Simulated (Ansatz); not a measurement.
**AlP2H (quintet): from Hartree-Fock to the top rungs, cc-pVDZ**

Aim: climb from Hartree-Fock through coupled cluster and multireference methods for AlP2H (quintet) at one geometry and basis, and see what each rung misses.

Method: cc-pVDZ, core rule «outside noble gas», up to 15 orbitals frozen; program: Ansatz 0.2.0, Gaussian basis.

Plan: UHF; CCSD(T) on ROHF; CCSD(T) on UHF; BCCD(T) on ROHF; CISD; CCSDT(Q) on ROHF; CCSDT(Q) on UHF; CASSCF and NEVPT2, 10 electrons in 11 orbitals.

23 further runs of the same task are left out: 1 for a known fault of the program, 9 that didn't finish, 13 set aside as unsound or not needed.

## (1) The geometry

The geometry is a PBE0/def2-TZVP stationary point (not a proven minimum) of the parent state, kept for this charge and spin.

4 atoms, charge 0, spin multiplicity 5.

Atoms are counted from 1 here; the program's logs count them from 0.

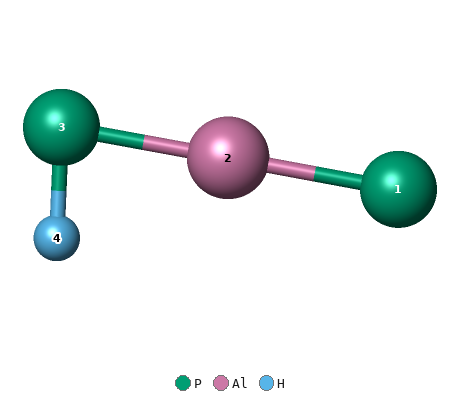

The geometry (phosphorus teal, aluminium pink, hydrogen blue); atoms are numbered from 1 in the order of the file.

In the tables R marks a restricted open-shell determinant and U an unrestricted one; 'valence' is the active space of 10 electrons in 11 orbitals; energies count from the table's Hartree-Fock row.

## (2) UHF

in.yaml reads:

```yaml
crystal:
  periodic: [false, false, false]
  atoms:
    - {symbol: P, position_ang: [0.000007, -0.304246, 2.733079]}
    - {symbol: Al, position_ang: [-0.000015, -0.348696, 0.492088]}
    - {symbol: P, position_ang: [0.000008, -0.387284, -1.698244]}
    - {symbol: H, position_ang: [0.000000, 1.040227, -1.526924]}
basis:
  gaussian: {orbitals: cc-pVDZ}
magnetization: {spin_polarized: true, initial_magnetization: 4}
hamiltonian: {xc: hf}
output: {orbitals: {seedname: orbitals}}
```

Launch:

```sh
> ansatz run in.yaml --threads 1 --pin off --events-out ev --progress --plain --max-ram 2393MiB
```

Log:

```text
Functional definition: HF
  name "HF"
  cite "Fock, Z. Phys. 61, 126 (1930) doi:10.1007/BF01340294"
  parent pbe
  exchange = exact_x
  correlation = 0
612 factors; integrals over basis functions are off by at most 9.8e-4 eV
mean field evaluation 1: about -25138.5151 eV, gradient 7.7e0 eV
mean field evaluation 2: about -25138.5451 eV, gradient 7.7e0 eV
mean field evaluation 4: about -25139.3620 eV, gradient 1.2e0 eV
mean field evaluation 8: about -25139.4190 eV, gradient 4.3e-1 eV
mean field evaluation 16: about -25139.6731 eV, gradient 4.1e-2 eV
mean field evaluation 32: about -25139.6076 eV, gradient 4.6e-1 eV
mean field evaluation 64: about -25139.6216 eV, gradient 1.6e-1 eV
mean field evaluation 96: about -25139.5665 eV, gradient 4.7e-1 eV
mean field evaluation 128: about -25139.4918 eV, gradient 2.2e-1 eV
mean field evaluation 160: about -25139.6642 eV, gradient 3.3e-1 eV
mean field evaluation 192: about -25139.5114 eV, gradient 1.7e-1 eV
mean field evaluation 224: about -25139.3396 eV, gradient 4.5e-1 eV
mean field evaluation 256: about -25139.3648 eV, gradient 1.6e-4 eV
mean field evaluation 288: about -25124.2470 eV, gradient 1.9e1 eV
mean field -25139.67318357 eV, -923.8659492138 hartree, gradient 8.4e-6 eV, S^2 6.025896; 6 other end points of the search recorded, 0 dependent functions left out
reference -25139.67318357 eV, -923.8659492138 hartree; 24, 20 occupied and 35, 39 virtual orbitals, 612 factors
Total energy: -25139.67318357 eV, -923.8659492138 hartree
```

It took 5.5 s on 1 thread of Arm Neoverse V1, shared host.

From the report: ⟨S²⟩ of the determinant 6.026 (pure quintet: 6.00).

## (3) CCSD(T) on ROHF

in.yaml, as its differences from that of step 2:

```diff
@@ -9,4 +9,4 @@
   gaussian: {orbitals: cc-pVDZ}
-magnetization: {spin_polarized: true, initial_magnetization: 4}
-hamiltonian: {xc: hf}
-output: {orbitals: {seedname: orbitals}}
+magnetization: {spin_polarized: false, initial_magnetization: 4}
+correlation: {method: ccsd_t, electrons: outside_noble_gas}
+output: {forces: true}
```

The command is unchanged.

Log (excerpt; [...] marks lines left out):

```text
Functional definition: HF
  name "HF"
  cite "Fock, Z. Phys. 61, 126 (1930) doi:10.1007/BF01340294"
  parent pbe
[...]
612 factors; integrals over basis functions are off by at most 9.8e-4 eV
[...]
mean field -25139.43836551 eV, -923.8573198092 hartree, gradient 5.6e-6 eV, S^2 6.000000; 20 other end points of the search recorded, 0 dependent functions left out
[...]
determinant -25139.43836551 eV, -923.8573198092 hartree, with singles and doubles -25146.74380508 eV, -924.1257897615 hartree
determinant -25139.27114889 eV, -923.8511747115 hartree, with singles and doubles -25146.61335799 eV, -924.1209959195 hartree
determinant -25139.19143708 eV, -923.8482453569 hartree, with singles and doubles -25146.59504126 eV, -924.1203227921 hartree
determinant -25139.12210712 eV, -923.8456975278 hartree, with singles and doubles -25146.70209238 eV, -924.1242568481 hartree
[...]
15 core orbitals not correlated: weight in the atoms' cores, before any rotation towards them, 1.000 or more for the frozen orbitals, at most 0.000 for the correlated occupied ones
reference -25139.43836551 eV, -923.8573198092 hartree; 9, 5 occupied and 35, 39 virtual orbitals, 612 factors
second order -5.95081765 eV of doubles, -0.14125322 eV of singles
cycle   1  -7.32475830 eV  change   -2.0e-6 eV  update   4.0e-6
[...]
cycle  14  -7.32475615 eV  change   -1.1e-8 eV  update   7.7e-8
perturbative correction -0.24506072 eV, -0.0090058153 hartree
[...]
Total energy: -25147.00818238 eV, -924.1355054482 hartree
Atom 0 at     0.000007    -0.304246     2.733079 Å, force     0.000290    -0.797986     2.889380 eV/Å
Atom 1 at    -0.000015    -0.348696     0.492088 Å, force    -0.000592     1.815937     0.540641 eV/Å
Atom 2 at     0.000008    -0.387284    -1.698244 Å, force     0.000331    -0.905541    -3.543031 eV/Å
Atom 3 at     0.000000     1.040227    -1.526924 Å, force    -0.000029    -0.112410     0.113010 eV/Å
Dipole moment:     0.000094    -0.250813     0.007040 e Å
```

It took 43 s on 1 thread of Arm Neoverse V1, shared host.

From the report: correlation -7.5698 eV; T1 0.058; largest double amplitude 0.05.

## (4) CCSD(T) on UHF

in.yaml, as its differences from that of step 3:

```diff
@@ -9,3 +9,3 @@
   gaussian: {orbitals: cc-pVDZ}
-magnetization: {spin_polarized: false, initial_magnetization: 4}
+magnetization: {spin_polarized: true, initial_magnetization: 4}
 correlation: {method: ccsd_t, electrons: outside_noble_gas}
```

Same command.

Log (excerpt; [...] marks lines left out):

```text
Functional definition: HF
  name "HF"
  cite "Fock, Z. Phys. 61, 126 (1930) doi:10.1007/BF01340294"
  parent pbe
[...]
612 factors; integrals over basis functions are off by at most 9.8e-4 eV
[...]
mean field -25139.67318357 eV, -923.8659492138 hartree, gradient 2.6e-6 eV, S^2 6.025896; 28 other end points of the search recorded, 0 dependent functions left out
determinant -25139.67318357 eV, -923.8659492138 hartree, with singles and doubles -25146.75299420 eV, -924.1261274555 hartree
determinant -25139.51613913 eV, -923.8601779368 hartree, with singles and doubles -25146.62097301 eV, -924.1212757661 hartree
determinant -25139.49144487 eV, -923.8592704395 hartree, with singles and doubles -25146.59415954 eV, -924.1202903894 hartree
determinant -25139.36480516 eV, -923.8546165163 hartree, with singles and doubles -25146.71295059 eV, -924.1246558800 hartree
[...]
15 core orbitals not correlated: weight in the atoms' cores, before any rotation towards them, 1.000 or more for the frozen orbitals, at most 0.000 for the correlated occupied ones
reference -25139.67318357 eV, -923.8659492138 hartree; 9, 5 occupied and 35, 39 virtual orbitals, 612 factors
second order -5.81122252 eV of doubles, -0.00000000 eV of singles
cycle   1  -7.09657229 eV  change   -2.6e-6 eV  update   4.6e-6
[...]
cycle   6  -7.09656830 eV  change    1.9e-8 eV  update   3.0e-8
perturbative correction -0.23820518 eV, -0.0087538790 hartree
[...]
Total energy: -25147.00795706 eV, -924.1354971677 hartree
Atom 0 at     0.000007    -0.304246     2.733079 Å, force     0.000249    -0.809060     2.884367 eV/Å
Atom 1 at    -0.000015    -0.348696     0.492088 Å, force    -0.000510     1.836064     0.540092 eV/Å
Atom 2 at     0.000008    -0.387284    -1.698244 Å, force     0.000289    -0.909556    -3.533674 eV/Å
Atom 3 at     0.000000     1.040227    -1.526924 Å, force    -0.000029    -0.117447     0.109216 eV/Å
Dipole moment:     0.000078    -0.254041     0.006411 e Å
```

It took 50 s on 1 thread of Arm Neoverse V1, shared host.

From the report: ⟨S²⟩ of the determinant 6.026 (pure quintet: 6.00); correlation -7.3348 eV; T1 0.053; largest double amplitude 0.05.

## (5) BCCD(T) on ROHF

in.yaml, as its differences from that of step 4:

```diff
@@ -9,4 +9,3 @@
   gaussian: {orbitals: cc-pVDZ}
-magnetization: {spin_polarized: true, initial_magnetization: 4}
-correlation: {method: ccsd_t, electrons: outside_noble_gas}
-output: {forces: true}
+magnetization: {spin_polarized: false, initial_magnetization: 4}
+correlation: {method: bccd_t, electrons: outside_noble_gas}
```

Same command.

Log (excerpt; [...] marks lines left out):

```text
Functional definition: HF
  name "HF"
  cite "Fock, Z. Phys. 61, 126 (1930) doi:10.1007/BF01340294"
  parent pbe
[...]
612 factors; integrals over basis functions are off by at most 9.8e-4 eV
[...]
mean field -25139.43836551 eV, -923.8573198092 hartree, gradient 5.6e-6 eV, S^2 6.000000; 20 other end points of the search recorded, 0 dependent functions left out
[...]
determinant -25139.43836551 eV, -923.8573198092 hartree, with singles and doubles -25146.74380508 eV, -924.1257897615 hartree
determinant -25139.27114889 eV, -923.8511747115 hartree, with singles and doubles -25146.61335799 eV, -924.1209959195 hartree
determinant -25139.19143708 eV, -923.8482453569 hartree, with singles and doubles -25146.59504126 eV, -924.1203227921 hartree
determinant -25139.12210712 eV, -923.8456975278 hartree, with singles and doubles -25146.70209238 eV, -924.1242568481 hartree
[...]
determinant -25139.19143708 eV, -923.8482453569 hartree, with singles and doubles -25146.58589113 eV, -924.1199865309 hartree
determinant -25139.12210712 eV, -923.8456975278 hartree, with singles and doubles -25146.74837282 eV, -924.1259576230 hartree
determinant -25139.00957151 eV, -923.8415619202 hartree, with singles and doubles -25146.40740454 eV, -924.1134272696 hartree
15 core orbitals not correlated: weight in the atoms' cores, before any rotation towards them, 1.000 or more for the frozen orbitals, at most 0.000 for the correlated occupied ones
reference -25139.43836551 eV, -923.8573198092 hartree; 9, 5 occupied and 35, 39 virtual orbitals, 612 factors
second order -5.95081765 eV of doubles, -0.14125322 eV of singles
cycle   1  -7.33440131 eV  change   -9.6e-3 eV  update   2.2e-2
[...]
cycle  17  -7.32101717 eV  change    7.6e-6 eV  update   8.2e-6
perturbative correction -0.25153618 eV, -0.0092437842 hartree
Total energy: -25147.01091886 eV, -924.1356060121 hartree
```

Wall time 34 s (1 thread of Arm Neoverse V1, shared host).

From the report: correlation -7.5726 eV; largest double amplitude 0.05.

## (6) CISD

in.yaml, as its differences from that of step 5:

```diff
@@ -10,2 +10,2 @@
 magnetization: {spin_polarized: false, initial_magnetization: 4}
-correlation: {method: bccd_t, electrons: outside_noble_gas}
+correlation: {active_space: {ras: {orbitals: [5, 4, 35], electrons: 14, max_holes: 2, max_particles: 2}, fixed_orbitals: true}}
```

The command is unchanged.

Log:

```text
Functional definition: HF
  name "HF"
  cite "Fock, Z. Phys. 61, 126 (1930) doi:10.1007/BF01340294"
  parent pbe
  exchange = exact_x
  correlation = 0
612 factors; integrals over basis functions are off by at most 9.8e-4 eV
mean field evaluation 1: about -25138.5351 eV, gradient 8.2e0 eV
mean field evaluation 2: about -25138.5635 eV, gradient 8.2e0 eV
mean field evaluation 4: about -25139.1467 eV, gradient 1.2e0 eV
mean field evaluation 8: about -25139.1911 eV, gradient 5.9e-1 eV
mean field evaluation 16: about -25139.4384 eV, gradient 1.1e-2 eV
mean field evaluation 32: about -25139.1828 eV, gradient 3.2e0 eV
mean field evaluation 64: about -25139.3861 eV, gradient 5.6e-1 eV
mean field -25139.43836551 eV, -923.8573198092 hartree, gradient 5.6e-6 eV, S^2 6.000000; 8 other end points of the search recorded, 0 dependent functions left out
reference -25139.43836551 eV, -923.8573198092 hartree; 24, 20 occupied and 35, 39 virtual orbitals, 612 factors
state -25145.97273621 eV, -924.0974535034 hartree
Total energy: -25145.97273621 eV, -924.0974535034 hartree
```

Run time: 47 s. Hardware: 1 thread of Arm Neoverse V1, shared host; peak memory 0.26 GiB.

From the report: 818,766 determinants.

## (7) CCSDT(Q) on ROHF

in.yaml, as its differences from that of step 6:

```diff
@@ -10,2 +10,2 @@
 magnetization: {spin_polarized: false, initial_magnetization: 4}
-correlation: {active_space: {ras: {orbitals: [5, 4, 35], electrons: 14, max_holes: 2, max_particles: 2}, fixed_orbitals: true}}
+correlation: {method: ccsdt_q, electrons: outside_noble_gas}
```

The command is unchanged.

Log (excerpt; [...] marks lines left out):

```text
Functional definition: HF
  name "HF"
  cite "Fock, Z. Phys. 61, 126 (1930) doi:10.1007/BF01340294"
  parent pbe
[...]
1118 factors; integrals over basis functions are off by at most 1.8e-7 eV
[...]
mean field -25139.43843474 eV, -923.8573223531 hartree, gradient 5.7e-6 eV, S^2 6.000000; 24 other end points of the search recorded, 0 dependent functions left out
[...]
determinant -25139.43843474 eV, -923.8573223531 hartree, with singles and doubles -25146.74388170 eV, -924.1257925774 hartree
determinant -25139.27122143 eV, -923.8511773774 hartree, with singles and doubles -25146.61343778 eV, -924.1209988518 hartree
determinant -25139.19151006 eV, -923.8482480387 hartree, with singles and doubles -25146.59512130 eV, -924.1203257334 hartree
determinant -25139.12217551 eV, -923.8457000410 hartree, with singles and doubles -25146.70217025 eV, -924.1242597097 hartree
[...]
determinant -25139.19151006 eV, -923.8482480387 hartree, with singles and doubles -25146.58597206 eV, -924.1199895049 hartree
determinant -25139.12217551 eV, -923.8457000410 hartree, with singles and doubles -25146.74844776 eV, -924.1259603767 hartree
determinant -25139.00965151 eV, -923.8415648604 hartree, with singles and doubles -25146.40749102 eV, -924.1134304479 hartree
[...]
15 core orbitals not correlated: weight in the atoms' cores, before any rotation towards them, 1.000 or more for the frozen orbitals, at most 0.000 for the correlated occupied ones
reference -25139.43843474 eV, -923.8573223531 hartree; 9, 5 occupied and 35, 39 virtual orbitals, 1118 factors
second order -5.95083869 eV of doubles, -0.14125311 eV of singles
cycle   1  -6.97017431 eV  change   -8.8e-1 eV  update   9.2e-2
[...]
cycle  40  -7.62465789 eV  change   -2.1e-7 eV  update   6.9e-7
perturbative correction -0.02124476 eV, -0.0007807307 hartree
Total energy: -25147.08433739 eV, -924.1383040932 hartree
```

It took 5 min on 1 thread of Arm Neoverse V1, shared host; peak memory 0.97 GiB.

From the report: correlation -7.6459 eV; T1 0.085; largest double amplitude 0.09.

## (8) CCSDT(Q) on UHF

in.yaml, as its differences from that of step 7:

```diff
@@ -9,3 +9,3 @@
   gaussian: {orbitals: cc-pVDZ}
-magnetization: {spin_polarized: false, initial_magnetization: 4}
+magnetization: {spin_polarized: true, initial_magnetization: 4}
 correlation: {method: ccsdt_q, electrons: outside_noble_gas}
```

The command is unchanged.

Log (excerpt; [...] marks lines left out):

```text
Functional definition: HF
  name "HF"
  cite "Fock, Z. Phys. 61, 126 (1930) doi:10.1007/BF01340294"
  parent pbe
[...]
1118 factors; integrals over basis functions are off by at most 1.8e-7 eV
[...]
mean field -25139.67325299 eV, -923.8659517650 hartree, gradient 2.6e-6 eV, S^2 6.025896; 28 other end points of the search recorded, 0 dependent functions left out
determinant -25139.67325299 eV, -923.8659517650 hartree, with singles and doubles -25146.75307024 eV, -924.1261302499 hartree
determinant -25139.51621197 eV, -923.8601806139 hartree, with singles and doubles -25146.62105234 eV, -924.1212786816 hartree
determinant -25139.49151906 eV, -923.8592731660 hartree, with singles and doubles -25146.59423636 eV, -924.1202932125 hartree
determinant -25139.36487334 eV, -923.8546190216 hartree, with singles and doubles -25146.71302804 eV, -924.1246587261 hartree
[...]
determinant -25139.49151906 eV, -923.8592731660 hartree, with singles and doubles -25146.59333047 eV, -924.1202599216 hartree
determinant -25139.36487334 eV, -923.8546190216 hartree, with singles and doubles -25146.75354010 eV, -924.1261475171 hartree
determinant -25139.35019115 eV, -923.8540794613 hartree, with singles and doubles -25146.41331430 eV, -924.1136444493 hartree
15 core orbitals not correlated: weight in the atoms' cores, before any rotation towards them, 1.000 or more for the frozen orbitals, at most 0.000 for the correlated occupied ones
reference -25139.67325299 eV, -923.8659517650 hartree; 9, 5 occupied and 35, 39 virtual orbitals, 1118 factors
second order -5.81124248 eV of doubles, -0.00000000 eV of singles
cycle   1  -6.70471908 eV  change   -8.9e-1 eV  update   9.5e-2
[...]
cycle  40  -7.39036456 eV  change   -2.4e-7 eV  update   5.1e-7
perturbative correction -0.02149470 eV, -0.0007899155 hartree
Total energy: -25147.08511225 eV, -924.1383325686 hartree
```

Run time: 4.8 min. Hardware: 1 thread of Arm Neoverse V1, shared host; peak memory 0.77 GiB.

From the report: ⟨S²⟩ of the determinant 6.026 (pure quintet: 6.00); correlation -7.4119 eV; T1 0.079; largest double amplitude 0.09.

## (9) CASSCF and NEVPT2, 10 electrons in 11 orbitals

in.yaml, as its differences from that of step 8:

```diff
@@ -9,3 +9,3 @@
   gaussian: {orbitals: cc-pVDZ}
-magnetization: {spin_polarized: true, initial_magnetization: 4}
-correlation: {method: ccsdt_q, electrons: outside_noble_gas}
+magnetization: {spin_polarized: false, initial_magnetization: 4}
+correlation: {method: sc_nevpt2, electrons: outside_noble_gas, active_space: {window: {electrons: 10, orbitals: 11}, shells: [{species: Al, l: s, shell: 3}, {species: Al, l: p, shell: 3}, {species: H, l: s, shell: 1}, {species: P, l: p, shell: 3}]}}
```

The command is unchanged.

Log (excerpt; [...] marks lines left out):

```text
Functional definition: HF
  name "HF"
  cite "Fock, Z. Phys. 61, 126 (1930) doi:10.1007/BF01340294"
  parent pbe
[...]
1118 factors; integrals over basis functions are off by at most 1.8e-7 eV
[...]
mean field -25139.43843474 eV, -923.8573223531 hartree, gradient 5.7e-6 eV, S^2 6.000000; 10 other end points of the search recorded, 0 dependent functions left out
reference -25139.43843474 eV, -923.8573223531 hartree; 24, 20 occupied and 35, 39 virtual orbitals, 1118 factors
state -25140.77249447 eV, -923.9063481439 hartree
state -25140.77249447 eV, -923.9063481439 hartree; corrected -25145.65270363 eV, -924.0856925228 hartree
Total energy: -25145.65270363 eV, -924.0856925228 hartree
Checks for a lower state left out: starts, orbital_swaps
```

It took 16 s on 1 thread of Arm Neoverse V1, shared host.

From the report: 54,450 determinants; active occupations 1.98, 1.97, 1.96, 1.00, 1.00, 1.00, 0.99, 0.03, 0.03, 0.03, 0.02.

## (10) Natural occupations

Natural occupations of the CASSCF valence state about the gap (report; correlated orbitals 1 to 10): 1.975, 1.969, 1.963, 1.002, 0.999, 0.999, 0.989, 0.034, 0.029, 0.027. The count of effectively unpaired electrons, Σ n²(2 − n)², is 4.02; a single determinant of this spin has 4.

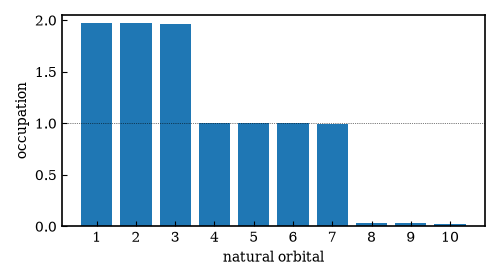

Natural occupations of the CASSCF valence state.

## (11) Misses and costs

The yardstick is UCCSDT(Q), where the cluster series has nearly closed. Rows without a time come out of other runs: HF, MP2 and CCSD of CCSD(T), CCSDT of CCSDT(Q), CASSCF and MRCISD of the multireference runs. The times of RCCSD(T), UCCSD(T) include forces.

```
        method  energy from the lowest RHF (kJ/mol)  from UCCSDT(Q) (kJ/mol)     time
           RHF                                  0.0                   +737.8         
           UHF                                -22.7                   +715.1         
          RMP2                               -587.8                   +150.0         
          UMP2                               -583.4                   +154.4         
          CISD                               -630.5                   +107.3     47 s
         RCCSD                               -706.7                    +31.1         
         UCCSD                               -707.4                    +30.4         
      RCCSD(T)                               -730.4                     +7.4     43 s
      UCCSD(T)                               -730.4                     +7.4     50 s
       BCCD(T)                               -730.6                     +7.2     34 s
        RCCSDT                               -735.7                     +2.1         
        UCCSDT                               -735.7                     +2.1         
     RCCSDT(Q)                               -737.7                     +0.1    5 min
     UCCSDT(Q)                               -737.8                        0  4.8 min
CASSCF valence                               -128.7                   +609.1         
NEVPT2 valence                               -599.6                   +138.2     16 s
```

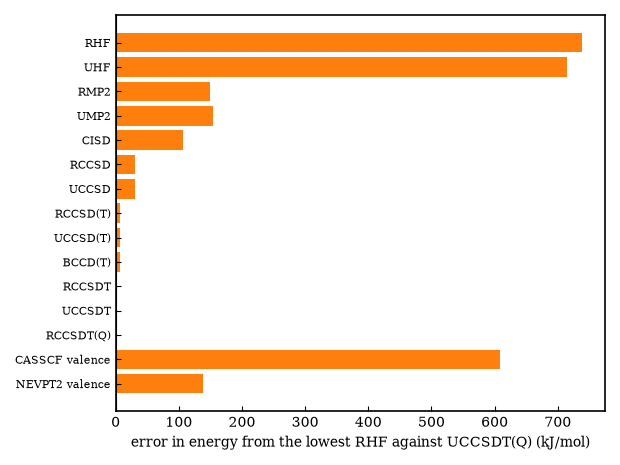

Deviations from UCCSDT(Q), method by method.

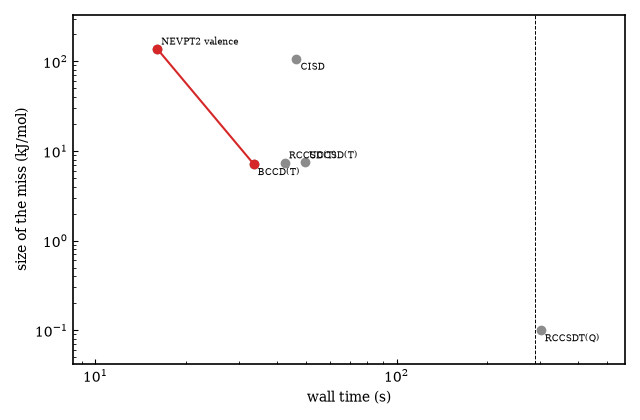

Miss against cost. Red marks the levels that no quicker level drawn beats (of those quicker than the yardstick), and the dashed line is the time of UCCSDT(Q). Misses under 0.1 kJ/mol are drawn at that value. Times are from a shared host.

## (12) Results

| quantity | value |
| --- | --- |
| UCCSDT(Q) below the RHF energy | -7.6467 eV |
| RMP2 from UCCSDT(Q) | +150.0 kJ/mol |
| UMP2 from UCCSDT(Q) | +154.4 kJ/mol |
| RCCSD from UCCSDT(Q) | +31.1 kJ/mol |
| RCCSD(T) from UCCSDT(Q) | +7.4 kJ/mol |
| UCCSD(T) from UCCSDT(Q) | +7.4 kJ/mol |
| RCCSDT(Q) from UCCSDT(Q) | +0.1 kJ/mol |
| NEVPT2 valence from UCCSDT(Q) | +138.2 kJ/mol |
| levels within 1 kcal/mol (43 meV) | RCCSDT, UCCSDT, RCCSDT(Q) |
| T1 diagnostic | 0.058 |
| effectively unpaired electrons | 4.02 |

RCCSD(T) lands +7.4 kJ/mol from the yardstick (1.0 % of the correlation energy). The occupations are near whole numbers, but T1 = 0.058 shows that the orbitals relax strongly. These misses are within one basis, not against nature; the frozen cores of restricted and unrestricted runs differ, which can shift their rows.

For cost: BCCD(T) gets within 7.2 kJ/mol in 34 s, where UCCSDT(Q) took 4.8 min; the quickest level in the cost chart, NEVPT2 valence, takes 16 s and misses by 138.2 kJ/mol.
